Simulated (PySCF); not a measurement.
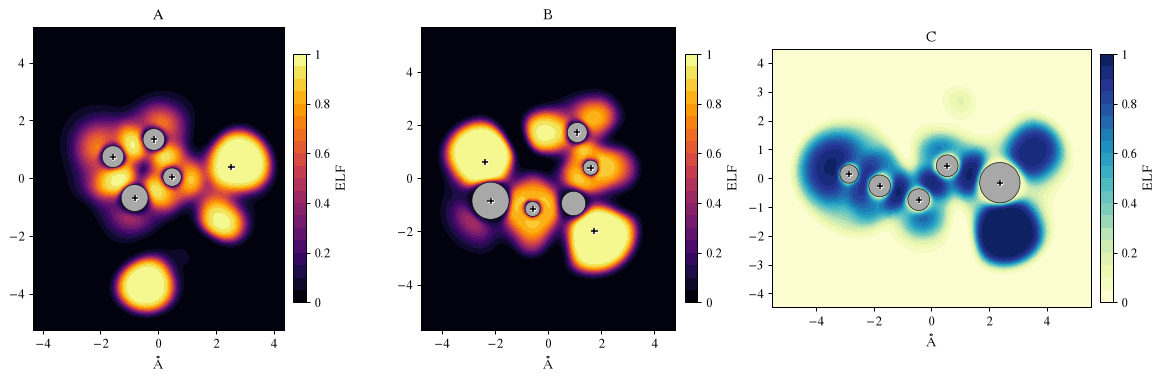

The ELF of 3 systems, each on a plane through atoms (crosses mark nuclei in the plane; grey discs cover the cores).

Computed with PySCF, PBE0/pcSseg-1, SCF density, gas phase, non-relativistic.

System 1: C2H12O2Si4, the plane of atoms O2, Si1 and H9. Geometry: GFN2-xTB.

```
atom    x (Å)    y (Å)    z (Å)
  Si   2.6159   0.9871   0.3772
   O   1.7553  -0.3175   0.7792
  Si   0.4722  -1.3165   0.6949
   C   0.1123  -1.6387  -1.1436
  Si  -0.6557  -0.1061  -1.9794
  Si  -2.1950   0.7650  -0.4780
   C  -1.4169   0.5759   1.2686
   O  -0.8121  -0.6910   1.4515
   H   1.7287   2.1544   0.3149
   H   3.6065   1.1089   1.4420
   H   3.2176   0.7426  -0.9347
   H   0.7811  -2.4539   1.5395
   H   1.0181  -1.9492  -1.6609
   H  -0.5849  -2.4729  -1.2182
   H  -1.2381  -0.5223  -3.2699
   H   0.4165   0.8476  -2.3182
   H  -3.4920   0.0706  -0.4251
   H  -2.5104   2.1984  -0.5861
   H  -2.1631   0.6763   2.0614
   H  -0.6612   1.3521   1.4369
```

System 2: C5H9NOSi, the plane of atoms C3, C4 and Si8. Geometry: GFN2-xTB.

```xyz
17

N     3.5267    0.1867    0.1886
C     2.5084   -0.3151    0.3290
C     1.2103   -0.9221    0.4693
C     0.2507   -0.4002   -0.6110
C     0.0060    1.1057   -0.4668
C    -1.1242    1.2937    0.5468
O    -2.0762    0.2658    0.3772
Si   -1.5322   -1.0700   -0.3825
H     1.3251   -2.0063    0.3838
H     0.8268   -0.6956    1.4683
H     0.6931   -0.6094   -1.5865
H     0.9010    1.6476   -0.1577
H    -0.3218    1.5038   -1.4287
H    -1.6343    2.2510    0.4130
H    -0.7444    1.2481    1.5738
H    -2.2329   -1.2564   -1.6462
H    -1.5891   -2.2151    0.5195
```

System 3: C4H13BN2, the plane of atoms C4, C5 and N6. Geometry: GFN2-xTB.

```json
{"atom": "C", "x (Å)": "2.2543", "y (Å)": "-0.6917", "z (Å)": "0.6132"}
{"atom": "N", "x (Å)": "1.5295", "y (Å)": "0.5389", "z (Å)": "0.3218"}
{"atom": "B", "x (Å)": "-0.1378", "y (Å)": "0.4551", "z (Å)": "0.6438"}
{"atom": "C", "x (Å)": "-0.8522", "y (Å)": "1.7479", "z (Å)": "-0.0357"}
{"atom": "C", "x (Å)": "-1.4777", "y (Å)": "0.7294", "z (Å)": "-1.0041"}
{"atom": "N", "x (Å)": "-0.7005", "y (Å)": "-0.3723", "z (Å)": "-0.4661"}
{"atom": "C", "x (Å)": "-1.2518", "y (Å)": "-1.6938", "z (Å)": "-0.4764"}
{"atom": "H", "x (Å)": "3.3081", "y (Å)": "-0.6299", "z (Å)": "0.3319"}
{"atom": "H", "x (Å)": "2.1775", "y (Å)": "-0.9074", "z (Å)": "1.6767"}
{"atom": "H", "x (Å)": "1.7791", "y (Å)": "-1.4996", "z (Å)": "0.0625"}
{"atom": "H", "x (Å)": "1.5541", "y (Å)": "0.7338", "z (Å)": "-0.6748"}
{"atom": "H", "x (Å)": "1.9180", "y (Å)": "1.3292", "z (Å)": "0.8283"}
{"atom": "H", "x (Å)": "-0.2247", "y (Å)": "0.1593", "z (Å)": "1.7900"}
{"atom": "H", "x (Å)": "-0.2270", "y (Å)": "2.4871", "z (Å)": "-0.5401"}
{"atom": "H", "x (Å)": "-1.5983", "y (Å)": "2.2891", "z (Å)": "0.5426"}
{"atom": "H", "x (Å)": "-1.3001", "y (Å)": "0.9037", "z (Å)": "-2.0769"}
{"atom": "H", "x (Å)": "-2.5611", "y (Å)": "0.6085", "z (Å)": "-0.8565"}
{"atom": "H", "x (Å)": "-1.3149", "y (Å)": "-2.0778", "z (Å)": "-1.5031"}
{"atom": "H", "x (Å)": "-2.2668", "y (Å)": "-1.7389", "z (Å)": "-0.0439"}
{"atom": "H", "x (Å)": "-0.6127", "y (Å)": "-2.3598", "z (Å)": "0.1044"}
```

Question: Which map belongs to which system?

Answer: Panel A is system 3, C4H13BN2: the plane holds B, C, N and H. C–N (1.45 Å): the ELF peaks at about 0.90 between the atoms; a covalent bond. Panel B is system 1, C2H12O2Si4: the plane holds Si, O, C and H. C–O (1.42 Å): the ELF peaks at about 0.90 between the atoms (a shared but strongly polarised pair). Panel C is system 2, C5H9NOSi: the plane holds N, C and Si. C–N (1.14 Å): the ELF peaks at about 0.85 between the atoms (a multiple bond).
